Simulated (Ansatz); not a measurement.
# Calculations on BH₂OClF₂

Part 1: Relaxation

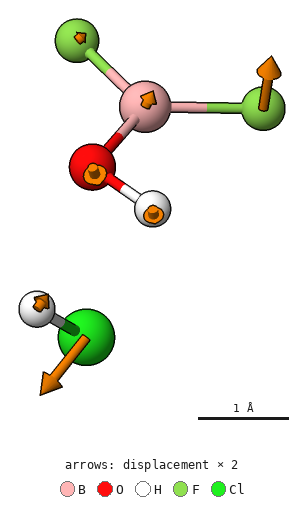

A relaxation of BH₂OClF₂. The starting structure is drawn; orange arrows show the displacements, 2 times their true length. The two geometries are superimposed by the best rigid fit.

Style: ball-and-stick. Shown from a free direction.

The run prepares an end point of a later path (reaction) calculation, from a guessed geometry.

All numbers below come from RKS PBE-D4/def2-SVP (Ansatz 0.2.0). Set-up: no spin polarisation; force threshold 0.03 eV/Å; at most 50 steps.

What happened in the run?

After 6 accepted moves (8 points after the start) the energy has fallen by 4.89 kJ/mol. Largest force component: 0.7 eV/Å at the start, 0.016 eV/Å at the end. The line search rejected the trial steps at points 5, 7 of the run. The atom that moves furthest after the best rigid fit is the Cl atom (0.43 Å). Largest moves by element: Cl 0.43 Å, F 0.37 Å, O 0.20 Å, H 0.14 Å, B 0.11 Å. Some distances before and after: Cl–H 1.338 → 1.307 Å, B–O 1.387 → 1.368 Å.

Limits of the set-up: the start holds two separate molecules, 2.2 Å apart at their closest, whose relative position is a soft coordinate.

Part 2: Relaxation

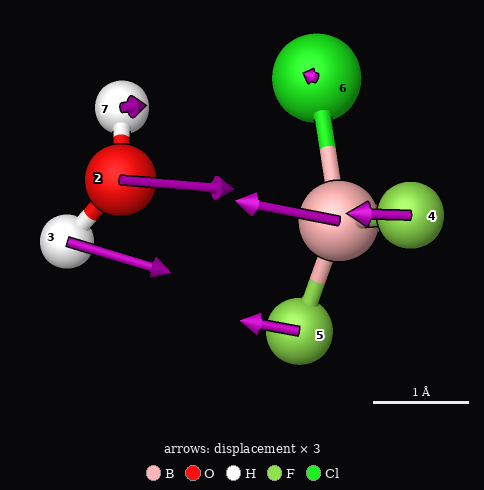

A relaxation of BH2OClF2. The starting structure is drawn; purple arrows show the displacements, 3 times their true length. The two geometries are superimposed by the best rigid fit.

A ball-and-stick model, seen at a tilt.

The run prepares an end point of a later path (reaction) calculation, from a guessed geometry.

All numbers below come from Ansatz, RKS PBE-D4/def2-SVP.

The input:
```yaml
crystal:
  periodic: [false, false, false]
  atoms:
    - { symbol: B, position_ang: [0.052603, 0.501819, -0.397815] }
    - { symbol: O, position_ang: [-0.010971, -0.16237, 2.113851] }
    - { symbol: H, position_ang: [-0.958329, -0.370982, 2.229858] }
    - { symbol: F, position_ang: [1.169424, -0.116362, -0.724365] }
    - { symbol: F, position_ang: [-1.127835, -0.05732, -0.613796] }
    - { symbol: Cl, position_ang: [0.113144, 2.265901, 0.08074] }
    - { symbol: H, position_ang: [0.002164, 0.824014, 2.206028] }
basis:
  gaussian: { orbitals: def2-SVP }
hamiltonian:
  xc: pbe
  dispersion: d4
relax:
  f_tol: 0.03
  max_steps: 50
```

Run as
```bash
ansatz run input.yaml --threads 2 --pin off --max-ram 3072MiB --backend cpu --events-out ev --progress --plain --runs-dir out
```

Describe the change and its energy.

The atom that moves furthest after the best rigid fit is O2 (0.46 Å). By element the largest moves are O 0.46 Å, B 0.41 Å, H 0.39 Å, F 0.24 Å, Cl 0.06 Å. Some distances before and after: B1–O2 2.599 → 1.739 Å, B1–F5 1.324 → 1.363 Å, B1–F4 1.318 → 1.346 Å, B1–Cl6 1.829 → 1.847 Å. Among the angles between lasting bonds that change: F4–B1–F5 121.1° → 116.9°, H3–O2–H7 102.4° → 106.1°, F4–B1–Cl6 119.3° → 115.6°. The energy falls by 7.66 kcal/mol in 8 geometry steps. Largest force component: 0.87 eV/Å at the start, 0.022 eV/Å at the end. Cost: 12 s on 2 threads of Arm Neoverse V2 (shared host), peak memory 0.14 GiB.

Limits of the set-up: the start holds two separate molecules, 2.6 Å apart at their closest, whose relative position is a soft coordinate.

Part 3: Path

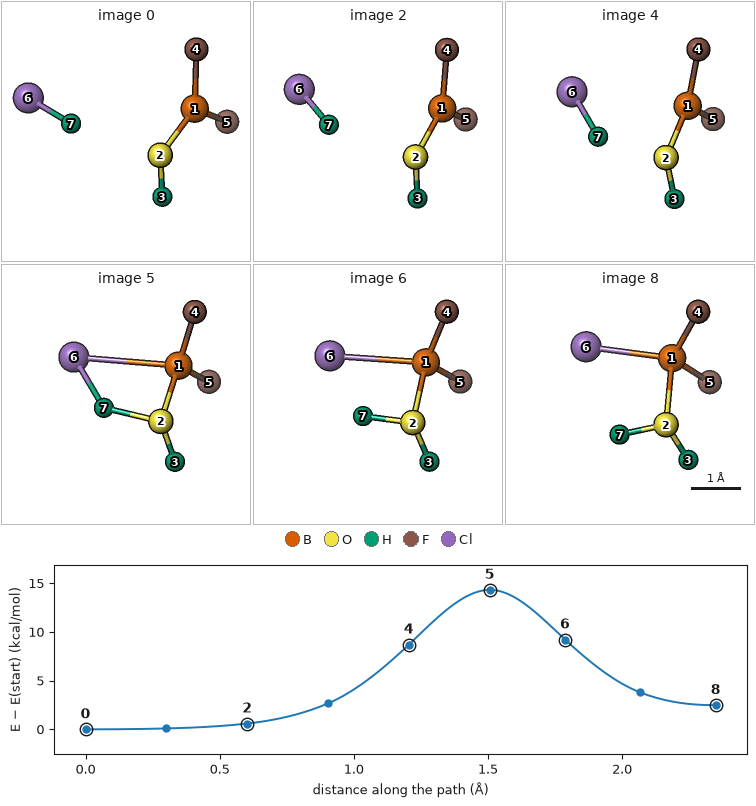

A nudged-elastic-band calculation for BH$_{2}$OClF$_{2}$. Images are numbered from 0 (start) to 8 (end). Style: ball-and-stick. Shown face on.

These are results of Ansatz, RKS PBE-D4/def2-SVP, not measurements. Settings: 7 movable images; climbing image; force threshold 0.03 eV/Å; iteration limit 60; starting path through a guess of the saddle point.

### What happens along the path, and what is the barrier?

Breaking: Cl6–H7 (1.31 → 1.53 at the top → 2.42 Å). Forming: B1–Cl6 (3.48 → 2.22 at the top → 1.85 Å), O2–H7 (1.99 → 1.27 at the top → 0.98 Å). Forward barrier 14.3 kcal/mol, backward barrier 11.8 kcal/mol, with image 5 at the top; the reaction energy is +2.5 kcal/mol. The band is converged.

The run took 85 s on 2 threads of Arm Neoverse V2, on a shared host, peak memory 0.11 GiB.
